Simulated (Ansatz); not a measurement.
# C₃H₈Si: what the fields show

Input

```
crystal:
  periodic: [false, false, false]
  atoms:
    - {symbol: C, position_ang: [0.140816, 0.615600, 1.256573]}
    - {symbol: C, position_ang: [-0.050808, 1.945247, 1.141871]}
    - {symbol: C, position_ang: [1.488635, 0.576448, -1.549964]}
    - {symbol: Si, position_ang: [0.965858, -0.452741, -0.054641]}
    - {symbol: H, position_ang: [-0.210059, 0.121105, 2.182736]}
    - {symbol: H, position_ang: [-0.539530, 2.540101, 1.933346]}
    - {symbol: H, position_ang: [0.272080, 2.507657, 0.248103]}
    - {symbol: H, position_ang: [0.012018, -1.542609, -0.479633]}
    - {symbol: H, position_ang: [2.165450, -1.141964, 0.548865]}
    - {symbol: H, position_ang: [1.973105, -0.064771, -2.313350]}
    - {symbol: H, position_ang: [0.612692, 1.066318, -2.021284]}
    - {symbol: H, position_ang: [2.211512, 1.364538, -1.257119]}
basis:
  gaussian: {orbitals: def2-TZVPD}
hamiltonian: {xc: pbe0}
output: {forces: true, orbitals: {seedname: orbitals}}
```

Command:

```sh
ansatz run input.yaml --threads 2 --pin off --max-ram 4350MiB --events-out events.jsonl --progress --plain --runs-dir runs
```

Geometry: PBE-D3(BJ)/def2-SVP.

Computed with Ansatz 0.2.0, isolated molecule in a Gaussian basis; Kohn-Sham density functional theory, functional PBE0.

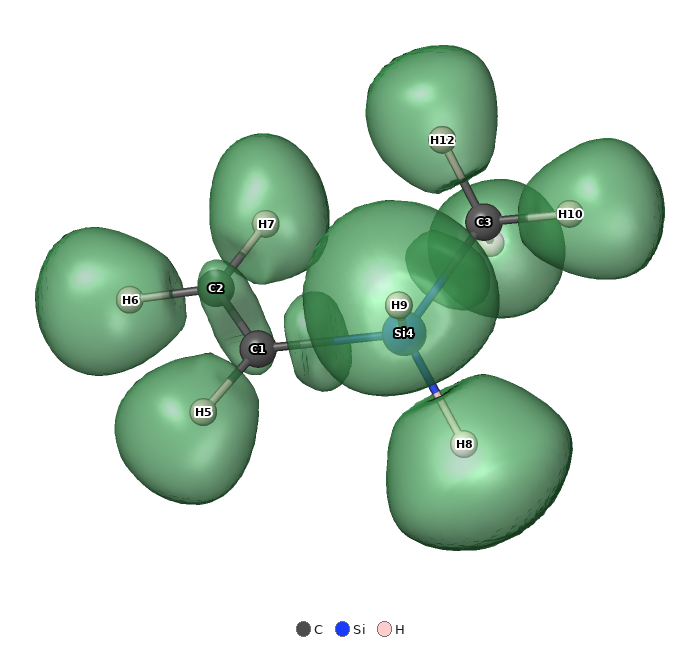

Figure 1. Isosurface of the electron localisation function at 0.85 (green), seen at an oblique angle. Core shells and regions of very low density are left out.

Question: Describe the localisation domains.

Answer: The ELF exceeds this value in one region between bonded C–C atoms (shared pairs), two regions between bonded C–Si atoms (shared pairs) and eight regions around hydrogen nuclei.


C–C (1.35 Å): the ELF peaks at about 0.95 between the atoms (localised, covalent bonding). C–Si (1.88 Å): the ELF peaks at about 0.95 between the atoms: a covalent bond.

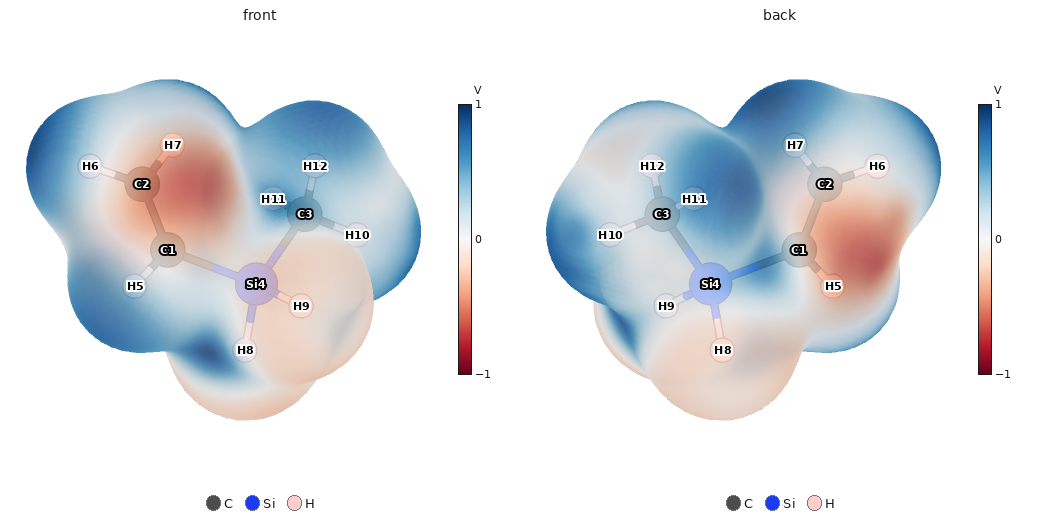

Figure 2. The electrostatic potential painted on the density surface at 0.002 e/bohr³, seen from the front and from behind; the colour scale runs from red (negative) to blue (positive).

Question: Describe the electrostatic potential map.

Answer: The most negative region (about −0.6 V) lies over the π face of C1 and C2, the most positive (about +0.9 V) over Si4, H6 and H7.

Question: What dipole moment does the calculation give?

Answer: Its dipole moment is 0.79 D.

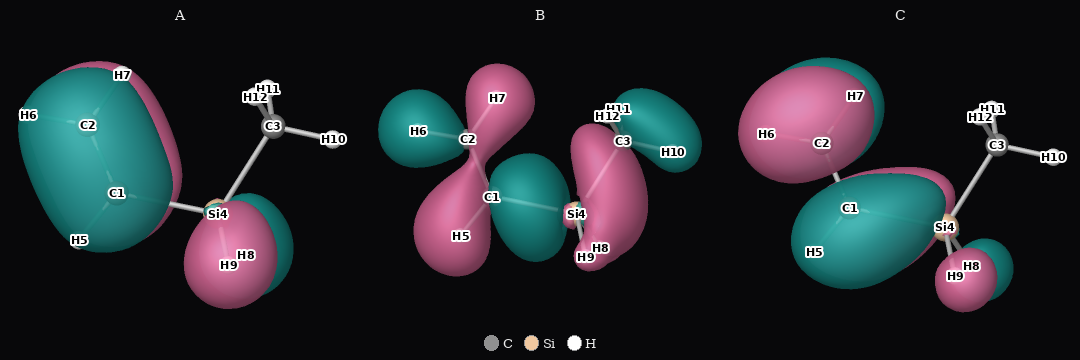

Figure 3. Three frontier orbitals at ±0.08 Å⁻³ᐟ² (teal and pink are the two phases), in no order.

Question: Which picture is the HOMO−1, the HOMO and the LUMO?

Answer: B is the HOMO−1 (−8.72 eV). By Hirshfeld shares it lies mainly on C1 (about 30 %), Si4 (about 20 %), C3 (about 10 %), C2 (about 10 %), H5 (about 10 %) and H6 (about 5 %). A is the HOMO (−7.81 eV). Its weight (Hirshfeld) is mainly on C2 (about 40 %) and C1 (about 35 %); π-bonding across C2–C1. C is the LUMO (−0.49 eV). It lies mainly on C2 (about 35 %), C1 (about 30 %) and Si4 (about 15 %); π-antibonding (π*) across C2–C1.

Question: What is the HOMO–LUMO gap?

Answer: 7.32 eV between the orbital energies.

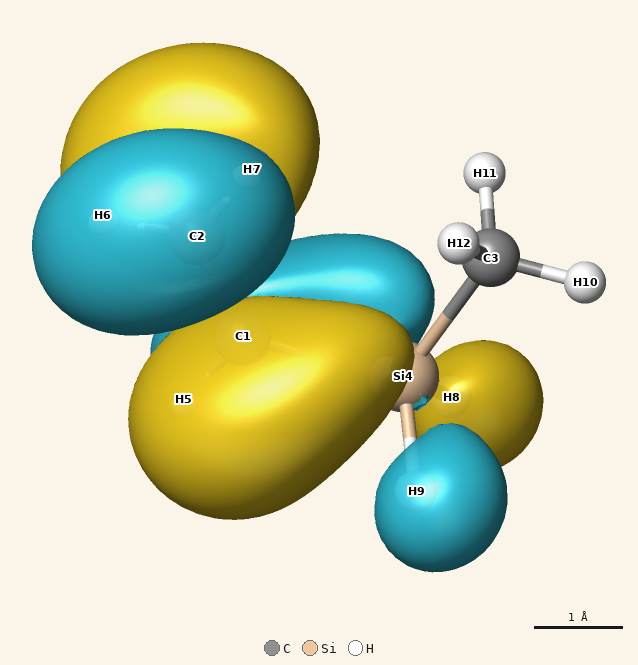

Figure 4. The LUMO at ±0.06 Å⁻³ᐟ² (yellow and cyan are the two phases), seen at a tilt.

Question: What is the character of this orbital?

Answer: It lies mainly on C2 (about 35 %), C1 (about 30 %) and Si4 (about 15 %); π-antibonding (π*) across C2–C1. Its energy is −0.49 eV.
